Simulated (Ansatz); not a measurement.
System: GaH3···CH5N.

Input

```
crystal:
  periodic: [false, false, false]
  atoms:
    - { symbol: Ga, position_ang: [0.0, 0.0, 0.0] }
    - { symbol: H, position_ang: [0.0, 0.0, 1.92] }
    - { symbol: H, position_ang: [1.3596, 0.0, -0.785] }
    - { symbol: H, position_ang: [-1.3596, 0.0, -0.785] }
    - { symbol: "N", position_ang: [0.0932, -2.1142, 0.7032] }
    - { symbol: H, position_ang: [-0.4251, -2.8722, 0.1737] }
    - { symbol: C, position_ang: [0.8735, -2.4567, 1.901] }
    - { symbol: H, position_ang: [1.0136, -3.5567, 1.95] }
    - { symbol: H, position_ang: [1.8649, -1.9598, 1.8519] }
    - { symbol: H, position_ang: [0.3321, -2.1124, 2.8068] }
    - { symbol: H, position_ang: [0.0454, -1.0306, 1.8459] }
basis:
  gaussian: { orbitals: def2-SVP }
hamiltonian:
  xc: pbe0
relax:
  f_tol: 0.15
  max_steps: 25
  restrain:
    - { distance: [0, 4], at: 3.13, k: 30.0 }
    - { distance: [10, 1], at: 1.86, k: 30.0 }
    - { distance: [0, 1], at: 1.57, k: 30.0 }
    - { distance: [10, 4], at: 1.06, k: 30.0 }
output:
  orbitals: {}
```

Command:

```sh
ansatz run input.yaml --threads 2 --pin off --max-ram 3072MiB --backend cpu --events-out ev --progress --plain --runs-dir out
```

The fields are those of the run's last geometry, not of the input's.

Not at a stationary point (largest force 1.0 eV/Å).

The calculation used RKS PBE0/def2-SVP (Ansatz 0.2.0).

Question: What can the converged electron density and electron localisation function tell about the bonding?

Answer: C–N (1.45 Å): ρ is about 1.9 e/Å³ halfway; the ELF peaks at about 0.95 between the atoms (localised, covalent bonding).
C–H (1.11 Å): ρ at the midpoint is about 1.9 e/Å³; the ELF climbs to about 1 towards the hydrogen, as it does in any bond to H; a covalent bond by its length.

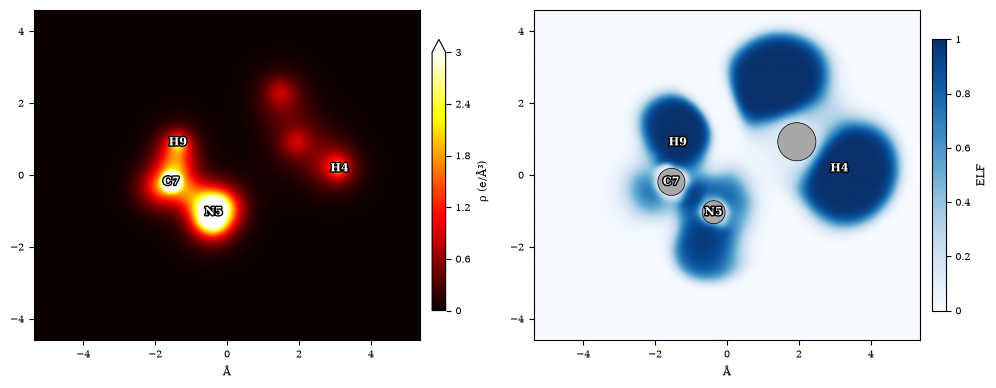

Computed electron density and electron localisation function on the plane of atoms N5, C7 and H9, in this order. Grey discs cover the atomic cores in the ELF map. 
